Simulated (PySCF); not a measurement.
## Run report: Si2H5Br, single-point calculation (part 1 of 2)

The run: single-point calculation of Si2H5Br, SMILES [SiH3][SiH2]Br. Method and program: NEVPT2/6-31G*, RHF (PySCF 2.14.0).

The geometry comes from this level: PBE0-D4/def2-TZVP.

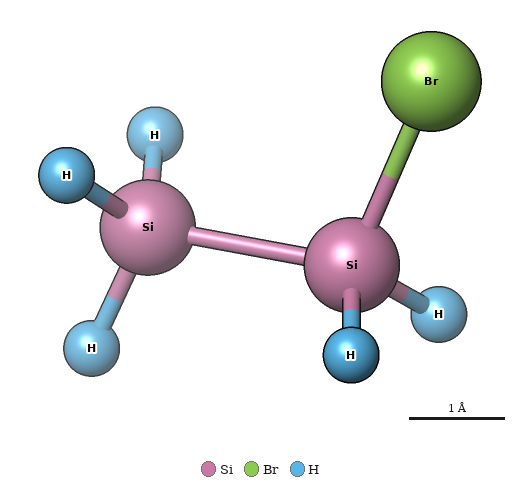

**Figure 1.** The structure (ball-and-stick view, seen at a tilt).

## Summary

| quantity | value |
| --- | --- |
| outcome | converged |
| total energy | −3153.322541 hartree |
| SCF energy | −3152.878877 hartree |
| correlation energy | −0.443664 hartree |
| basis functions | 78 |
| HOMO of the SCF reference | −10.68 eV |
| LUMO of the SCF reference | 2.58 eV |
| hardware | 1 thread of Arm Neoverse V1, 24 GiB of memory available, shared host |
| wall time | 17 s |
| peak memory | 0.29 GiB |

## Input file (run.py)
```python
import numpy
from pyscf import gto, scf, mp, mcscf, mrpt

mol = gto.Mole()
mol.atom = '''
Si  -0.690000   0.902700  -0.398400
Si   0.515800  -0.969400   0.308800
Br   2.500800  -0.280200   1.059200
H   -2.023500   0.479600  -0.905700
H    0.056200   1.586200  -1.486000
H   -0.870900   1.834000   0.744600
H   -0.159800  -1.684200   1.420900
H    0.763500  -1.925900  -0.799300
'''
mol.verbose = 4
mol.basis = '6-31g*'
mol.max_memory = 1860
mol.spin = 0
mol.build()

calc0 = mol.RHF()
calc0.conv_tol = 1e-10
calc0.kernel()
if not calc0.converged:
    calc0 = calc0.newton().run(calc0.mo_coeff, calc0.mo_occ)

pt = mp.MP2(scf.addons.convert_to_uhf(calc0)).run()
noons, natorbs = mcscf.addons.make_natural_orbitals(pt)
print('natural occupations', numpy.round(noons[:40], 4))
cas = mcscf.CASSCF(calc0, 8, 8)
cas.fix_spin_(ss=0.0)
cas.natorb = True
cas.kernel(natorbs)
e_pt2 = mrpt.NEVPT(cas).kernel()
etot = cas.e_tot + e_pt2
print('Final energy', etot)
```

Run as:
```bash
OMP_NUM_THREADS=1 python run.py
```

## The program's output
```
PySCF version 2.14.0

[INPUT] num. atoms = 8
[INPUT] num. electrons = 68
[INPUT] charge = 0
[INPUT] spin (= nelec alpha-beta = 2S) = 0
[INPUT] symmetry False subgroup None
[INPUT] Mole.unit = angstrom
[INPUT] Symbol           X                Y                Z      unit          X                Y                Z       unit  Magmom
[INPUT]  1 Si    -0.690000000000   0.902700000000  -0.398400000000 AA   -1.303911025950   1.705855772645  -0.752866888027 Bohr   0.0
[INPUT]  2 Si     0.515800000000  -0.969400000000   0.308800000000 AA    0.974720735051  -1.831900505153   0.583547427266 Bohr   0.0
[INPUT]  3 Br     2.500800000000  -0.280200000000   1.059200000000 AA    4.725827092312  -0.529501260103   2.001597911139 Bohr   0.0
[INPUT]  4 H     -2.023500000000   0.479600000000  -0.905700000000 AA   -3.823860813057   0.906312649341  -1.711524951019 Bohr   0.0
[INPUT]  5 H      0.056200000000   1.586200000000  -1.486000000000 AA    0.106202608201   2.997483578785  -2.808133021104 Bohr   0.0
[INPUT]  6 H     -0.870900000000   1.834000000000   0.744600000000 AA   -1.645762481884   3.465757712452   1.407090072351 Bohr   0.0
[INPUT]  7 H     -0.159800000000  -1.684200000000   1.420900000000 AA   -0.301978234705  -3.182676738992   2.685111850394 Bohr   0.0
[INPUT]  8 H      0.763500000000  -1.925900000000  -0.799300000000 AA    1.442805896105  -3.639423543300  -1.510458091365 Bohr   0.0

nuclear repulsion = 294.14225120106
number of shells = 38
number of NR pGTOs = 217
number of NR cGTOs = 78
basis = 6-31g*
ecp = {}

******** <class 'pyscf.scf.hf.RHF'> ********
method = RHF
initial guess = minao
damping factor = 0
level_shift factor = 0
DIIS = <class 'pyscf.scf.diis.CDIIS'>
diis_start_cycle = 1
diis_space = 8
diis_damp = 0
SCF conv_tol = 1e-10
SCF conv_tol_grad = None
SCF max_cycles = 50
direct_scf = True
direct_scf_tol = 1e-13
Set gradient conv threshold to 1e-05
Initial guess from minao.
init E= -3151.59222036299
  HOMO = -0.285534642144463  LUMO = 0.0387145342240816  gap/eV = 8.82327
cycle= 1 E= -3152.83116255571  delta_E= -1.24  |g|= 0.306  |ddm|= 2.24
  HOMO = -0.391527645225269  LUMO = 0.0638249627257386  gap/eV = 12.39078
cycle= 2 E= -3152.87312546077  delta_E= -0.042  |g|= 0.117  |ddm|= 0.606
  HOMO = -0.389550757987402  LUMO = 0.0943875287690261  gap/eV = 13.16863
cycle= 3 E= -3152.87822154472  delta_E= -0.0051  |g|= 0.0362  |ddm|= 0.179
  HOMO = -0.391019393453972  LUMO = 0.0958497872953643  gap/eV = 13.24839
cycle= 4 E= -3152.87884571769  delta_E= -0.000624  |g|= 0.00867  |ddm|= 0.0699
  HOMO = -0.392353283225153  LUMO = 0.0949579003409147  gap/eV = 13.26041
cycle= 5 E= -3152.87887473638  delta_E= -2.9e-05  |g|= 0.00153  |ddm|= 0.016
  HOMO = -0.392483498958769  LUMO = 0.0948736494870985  gap/eV = 13.26166
cycle= 6 E= -3152.87887649543  delta_E= -1.76e-06  |g|= 0.000381  |ddm|= 0.00466
  HOMO = -0.392531884162335  LUMO = 0.0948815874283095  gap/eV = 13.26320
cycle= 7 E= -3152.87887659496  delta_E= -9.95e-08  |g|= 9.25e-05  |ddm|= 0.00115
  HOMO = -0.392524186995727  LUMO = 0.0948944366759568  gap/eV = 13.26334
cycle= 8 E= -3152.87887660099  delta_E= -6.03e-09  |g|= 1.85e-05  |ddm|= 0.000315
  HOMO = -0.392525890130359  LUMO = 0.0948936428165892  gap/eV = 13.26336
cycle= 9 E= -3152.87887660133  delta_E= -3.42e-10  |g|= 4.13e-06  |ddm|= 7.68e-05
  HOMO = -0.392525483876558  LUMO = 0.0948941075034604  gap/eV = 13.26336
cycle= 10 E= -3152.87887660134  delta_E= -7.28e-12  |g|= 7.27e-07  |ddm|= 1.78e-05
  HOMO = -0.392525617639462  LUMO = 0.0948940447347972  gap/eV = 13.26336
```

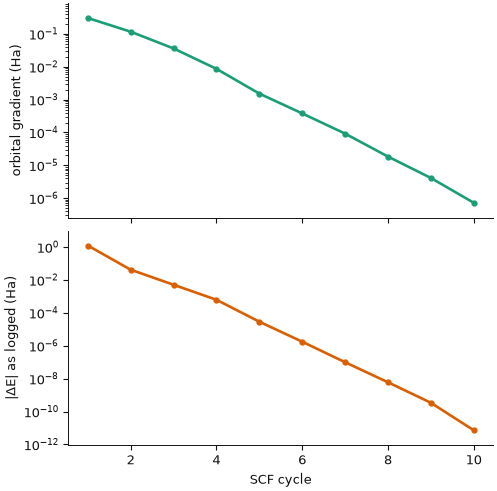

**Figure 2.** Convergence of the self-consistent field: orbital gradient and size of the energy change against the SCF cycle. The residual falls at every step.

```
Extra cycle  E= -3152.87887660134  delta_E=    0  |g|= 3.15e-07  |ddm|= 2.02e-06
converged SCF energy = -3152.87887660134

******** <class 'pyscf.mp.ump2.UMP2'> ********
nocc = (np.int64(34), np.int64(34)), nmo = (78, 78)
E(UMP2) = -3153.32956264361  E_corr = -0.450686042276543
E(SCS-UMP2) = -3153.31376965699  E_corr = -0.434893055648651
E_corr(same-spin) = -0.122227148172925
E_corr(oppo-spin) = -0.328458894103619
natural occupations [2.     2.     2.     2.     2.     2.     2.     1.9999 1.9999 1.9997
 1.9997 1.9997 1.9997 1.9997 1.9996 1.9996 1.9995 1.9995 1.9994 1.9958
 1.9958 1.9958 1.9958 1.9958 1.9885 1.9838 1.9802 1.9781 1.9779 1.9776
 1.9684 1.9675 1.9651 1.9593 0.0273 0.0195 0.0195 0.0157 0.0145 0.0145]

******** <class 'pyscf.mcscf.mc1step.CASSCF'> ********
CAS (4e+4e, 8o), ncore = 30, nvir = 40
max_cycle_macro = 50
max_cycle_micro = 4
conv_tol = 1e-07
conv_tol_grad = None
orbital rotation max_stepsize = 0.02
orbital rotation threshold for CI restart = 0.01
augmented hessian ah_max_cycle = 30
augmented hessian ah_conv_tol = 1e-12
augmented hessian ah_linear dependence = 1e-14
augmented hessian ah_level shift = 1e-08
augmented hessian ah_start_tol = 2.5
augmented hessian ah_start_cycle = 3
augmented hessian ah_grad_trust_region = 3
kf_trust_region = 3
kf_interval = 4
ci_response_space = 4
ci_grad_trust_region = 3
with_dep4 0
natorb = True
canonicalization = True
sorting_mo_energy = False
ao2mo_level = 2
internal_rotation = False
******** <class 'pyscf.fci.addons.SpinPenaltyFCISolver'> ********
max. cycles = 50
conv_tol = 1e-08
davidson only = True
linear dependence = 1e-12
level shift = 0.001
max iter space = 12
nroots = 1
pspace_size = 400
spin = None
CASCI E = -3152.91278490906  S^2 = 0.0000000
Set conv_tol_grad to 0.000316228
macro iter   1 ( 21 JK    4 micro), CASSCF E = -3152.92917255601  dE = -1.63876470e-02  S^2 = 0.0000000
               |grad[o]|=0.0377  |grad[c]|=0.0312  |ddm|=0.0185  |maxRot[o]|=0.302
macro iter   2 ( 21 JK    4 micro), CASSCF E = -3152.93074567132  dE = -1.57311530e-03  S^2 = 0.0000000
               |grad[o]|=0.00861  |grad[c]|=0.00745  |ddm|=0.00562  |maxRot[o]|=0.181
macro iter   3 ( 17 JK    4 micro), CASSCF E = -3152.93084296645  dE = -9.72951370e-05  S^2 = 0.0000000
               |grad[o]|=0.00381  |grad[c]|=0.00359  |ddm|=0.00158  |maxRot[o]|=0.0246
macro iter   4 ( 13 JK    4 micro), CASSCF E = -3152.93090924395  dE = -6.62774933e-05  S^2 = 0.0000000
               |grad[o]|=0.00196  |grad[c]|=0.00218  |ddm|=0.000696  |maxRot[o]|=0.0212
macro iter   5 ( 11 JK    3 micro), CASSCF E = -3152.93093790295  dE = -2.86590039e-05  S^2 = 0.0000000
               |grad[o]|=0.00106  |grad[c]|=0.000562  |ddm|=0.000363  |maxRot[o]|=0.0191
macro iter   6 ( 10 JK    2 micro), CASSCF E = -3152.93093970410  dE = -1.80114694e-06  S^2 = 0.0000000
               |grad[o]|=0.000248  |grad[c]|=0.000294  |ddm|=0.000151  |maxRot[o]|=0.00499
macro iter   7 (  4 JK    1 micro), CASSCF E = -3152.93093980785  dE = -1.03753791e-07  S^2 = 0.0000000
               |grad[o]|=4.69e-05  |grad[c]|=0.000266  |ddm|=2.96e-05  |maxRot[o]|=0.00125
macro iter   8 (  4 JK    1 micro), CASSCF E = -3152.93093988083  dE = -7.29819476e-08  S^2 = 0.0000000
               |grad[o]|=3.55e-05  |grad[c]|=0.000233  |ddm|=2.2e-05  |maxRot[o]|=0.00109
1-step CASSCF converged in   8 macro (101 JK  23 micro) steps
CASSCF canonicalization
Natural occ [1.98848424 1.98826313 1.98381635 1.97365876 0.02382965 0.01670968
 0.01360307 0.01163513]
Natural orbital (expansion on meta-Lowdin AOs) in CAS space
               #1        #2        #3        #4        #5
0 Si 1s          0.00001  -0.00000   0.00020  -0.00003  -0.00007
0 Si 2s         -0.00075   0.00000  -0.00387   0.00015  -0.00067
0 Si 3s         -0.01905   0.00003  -0.31582   0.04076  -0.15821
0 Si 4s          0.00490  -0.00001   0.02542   0.00744  -0.02055
0 Si 2px         0.00122  -0.00005   0.00390   0.00000   0.00042
0 Si 2py        -0.00140   0.00001  -0.00474  -0.00005  -0.00049
0 Si 2pz         0.00066   0.00011   0.00214   0.00001   0.00023
0 Si 3px        -0.07030  -0.00079  -0.29596   0.02614  -0.12862
0 Si 3py         0.04493   0.00018   0.48159  -0.05210   0.17766
0 Si 3pz        -0.03422   0.00228  -0.17647   0.01664  -0.07320
0 Si 4px        -0.00348  -0.00286   0.04005   0.01112  -0.00261
0 Si 4py        -0.01406   0.00079  -0.05652   0.00821  -0.05528
0 Si 4pz         0.00012   0.00690   0.02289   0.00373   0.00502
0 Si 3dxy        0.00455  -0.00009   0.05781  -0.00890   0.05364
0 Si 3dyz        0.00234  -0.00021   0.03414  -0.00483   0.03044
0 Si 3dz^2       0.00315  -0.00093   0.02909  -0.00159   0.02097
0 Si 3dxz       -0.00548  -0.00109  -0.02050  -0.00088  -0.01279
0 Si 3dx2-y2    -0.00397   0.00057   0.02874  -0.00741   0.02852
1 Si 1s          0.00005  -0.00000   0.00021   0.00011   0.00013
1 Si 2s         -0.00101   0.00000  -0.00478  -0.00521   0.00122
1 Si 3s         -0.07167   0.00010  -0.38325  -0.18040   0.39091
1 Si 4s         -0.00031   0.00001   0.02550   0.02697  -0.04982
1 Si 2px        -0.00005   0.00026  -0.00383  -0.00193  -0.00113
1 Si 2py         0.00006  -0.00007   0.00424  -0.00108  -0.00087
1 Si 2pz        -0.00003  -0.00062  -0.00206  -0.00069  -0.00037
1 Si 3px         0.07757   0.04566   0.24528  -0.33092   0.30141
1 Si 3py        -0.19254  -0.01175  -0.47090  -0.09053   0.26372
1 Si 3pz         0.05309  -0.11011   0.15328  -0.12776   0.09666
1 Si 4px        -0.00076   0.00285  -0.03670   0.06580  -0.15737
1 Si 4py         0.00624  -0.00075   0.05958   0.01404  -0.09528
1 Si 4pz        -0.00100  -0.00686  -0.02178   0.02585  -0.05512
1 Si 3dxy       -0.02687   0.00335   0.05935  -0.03668   0.08756
1 Si 3dyz       -0.00736  -0.01909   0.03490  -0.01400   0.02184
1 Si 3dz^2       0.00816  -0.02317   0.03306   0.02197  -0.09736
1 Si 3dxz        0.00981  -0.03122  -0.02818  -0.03297   0.11163
1 Si 3dx2-y2     0.02594   0.01718   0.02065  -0.03866   0.07868
2 Br 1s         -0.00003   0.00000  -0.00017  -0.00119   0.00023
2 Br 2s         -0.00008   0.00000  -0.00036   0.00049   0.00032
2 Br 3s         -0.00119   0.00000  -0.01084  -0.10536   0.01714
2 Br 4s         -0.00775   0.00001  -0.05556  -0.30177   0.14337
2 Br 5s         -0.00160   0.00000   0.01566   0.02695  -0.19472
2 Br 2px        -0.00003  -0.00001  -0.00012   0.00008   0.00057
2 Br 2py         0.00005   0.00000   0.00006   0.00002   0.00015
2 Br 2pz        -0.00002   0.00002  -0.00006   0.00003   0.00022
2 Br 3px        -0.00262  -0.00391  -0.00017  -0.01041  -0.00386
2 Br 3py         0.00944   0.00101  -0.00188  -0.00357  -0.00105
2 Br 3pz        -0.00210   0.00941   0.00014  -0.00394  -0.00149
2 Br 4px         0.24365   0.37692  -0.03030   0.74838   0.37011
2 Br 4py        -0.91402  -0.09780   0.20163   0.25369   0.10207
2 Br 4pz         0.19969  -0.90723  -0.03464   0.28359   0.14278
2 Br 5px         0.00245   0.00516  -0.01954  -0.03014  -0.04480
2 Br 5py        -0.00828  -0.00135   0.02990  -0.01622  -0.00493
2 Br 5pz         0.00190  -0.01242  -0.01139  -0.01076  -0.01809
2 Br 3dxy        0.01543  -0.00055  -0.00183   0.00212   0.00016
2 Br 3dyz        0.00509   0.00622  -0.00049   0.00079   0.00007
2 Br 3dz^2      -0.00273   0.01070  -0.00002  -0.00138  -0.00016
2 Br 3dxz       -0.00498   0.01374   0.00199   0.00205   0.00031
2 Br 3dx2-y2    -0.01010  -0.00737   0.00339   0.00234   0.00038
2 Br 4dxy       -0.02334  -0.00001   0.00207   0.02921  -0.20047
2 Br 4dyz       -0.00789  -0.00753   0.00036   0.01102  -0.07722
2 Br 4dz^2       0.00361  -0.01687  -0.00245  -0.02068   0.16154
2 Br 4dxz        0.00760  -0.02107   0.00207   0.03259  -0.27575
2 Br 4dx2-y2     0.01449   0.01113   0.00047   0.03784  -0.32960
2 Br 5dxy       -0.00355  -0.00001  -0.00134   0.00481  -0.04861
2 Br 5dyz       -0.00120  -0.00103  -0.00046   0.00183  -0.01893
2 Br 5dz^2       0.00051  -0.00236  -0.00022  -0.00321   0.03826
2 Br 5dxz        0.00127  -0.00294   0.00131   0.00499  -0.06600
2 Br 5dx2-y2     0.00237   0.00155   0.00182   0.00584  -0.07981
3 H 1s          -0.00914   0.00003   0.06859  -0.02644   0.05497
3 H 2s          -0.00341   0.00001   0.01488  -0.00270   0.00160
4 H 1s           0.02136  -0.00210   0.06321   0.00094   0.02262
4 H 2s           0.00316   0.00212   0.01405  -0.00071  -0.00014
5 H 1s           0.02136   0.00201   0.06310   0.00096   0.02265
5 H 2s           0.00315  -0.00214   0.01402  -0.00071  -0.00011
6 H 1s          -0.02424   0.05775   0.07129   0.03934  -0.06990
6 H 2s          -0.00522   0.01333   0.01429   0.00774  -0.00202
7 H 1s          -0.02436  -0.05771   0.07140   0.03933  -0.06981
7 H 2s          -0.00524  -0.01332   0.01432   0.00775  -0.00202
               #6        #7        #8
0 Si 1s          0.00018   0.00000   0.00017
0 Si 2s          0.00065   0.00000   0.00068
0 Si 3s          0.32666  -0.00001   0.17114
0 Si 4s         -0.00504  -0.00000   0.00599
0 Si 2px        -0.00062  -0.00001  -0.00045
0 Si 2py         0.00102   0.00000   0.00076
0 Si 2pz        -0.00037   0.00003  -0.00027
0 Si 3px         0.15541  -0.01119   0.14329
0 Si 3py        -0.37109   0.00301  -0.16732
0 Si 3pz         0.10578   0.02711   0.07820
0 Si 4px        -0.11076  -0.01704   0.01712
0 Si 4py         0.06646   0.00457   0.07443
0 Si 4pz        -0.05349   0.04113  -0.00118
0 Si 3dxy       -0.08547   0.00527  -0.03311
0 Si 3dyz       -0.05613  -0.00981  -0.02252
0 Si 3dz^2      -0.05593   0.00816  -0.02360
0 Si 3dxz        0.02741   0.00665   0.01072
0 Si 3dx2-y2    -0.07131  -0.00244  -0.03093
1 Si 1s         -0.00017  -0.00000  -0.00018
1 Si 2s         -0.00048  -0.00000  -0.00076
1 Si 3s         -0.17449  -0.00004  -0.23585
1 Si 4s         -0.00702   0.00009   0.02175
1 Si 2px        -0.00088   0.00002  -0.00057
1 Si 2py         0.00065  -0.00000   0.00066
1 Si 2pz        -0.00044  -0.00005  -0.00031
1 Si 3px         0.32519   0.11655   0.13824
1 Si 3py        -0.37763  -0.03051  -0.03134
1 Si 3pz         0.17630  -0.28022   0.06093
```
